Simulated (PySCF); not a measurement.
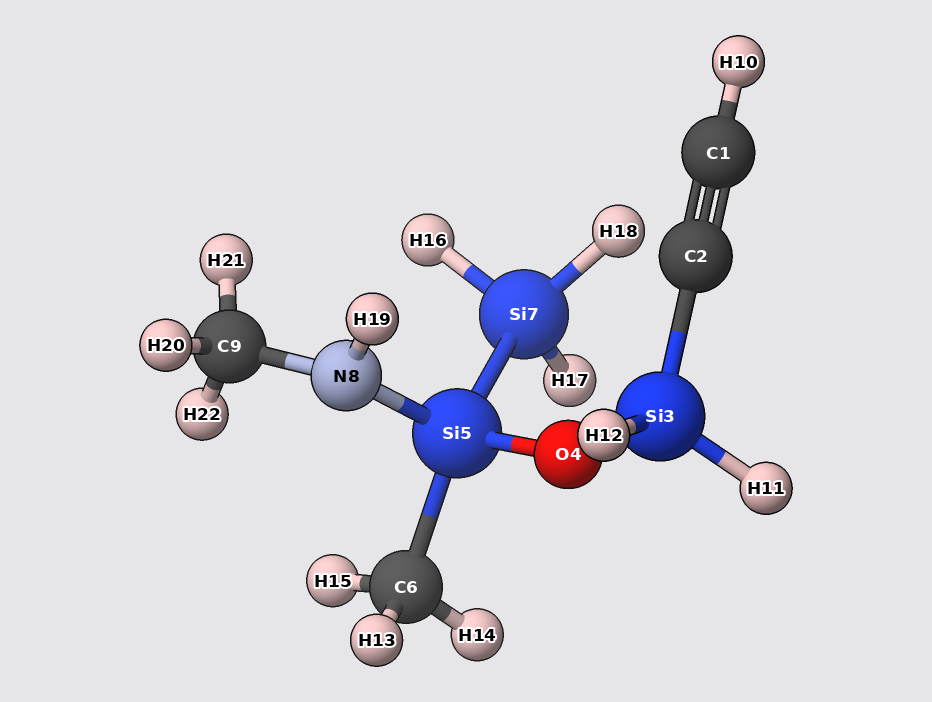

The geometry was computed by an optimisation with GFN2-xTB. No frequency run is at hand to confirm it as a minimum. Electric field gradients from the ground-state density, PBE0/pcSseg-1 (PySCF 2.14.0), non-relativistic apart from any core potentials.

Give the largest field-gradient component, the quadrupole coupling constant and the asymmetry for 17O at O4 (Q = −25.6 mb), 14N at N8 (Q = 20.44 mb), 2H at H10 (Q = 2.86 mb), 2H at H11 (Q = 2.86 mb), 2H at H12 (Q = 2.86 mb), 2H at H13 (Q = 2.86 mb).

```tsv
atom	V_zz (a.u.)	e²qQ/h (MHz)	η
O4	1.089	−6.55	0.16
N8	−1.020	−4.90	0.40
H10	0.385	0.259	0.00
H11	0.159	0.107	0.01
H12	0.157	0.106	0.01
H13	0.325	0.219	0.02
```

The geometry is semi-empirical. Around Si such bond lengths and angles can be off by a tenth of an ångström or more and by several degrees, and values that hang on the shape move with them.
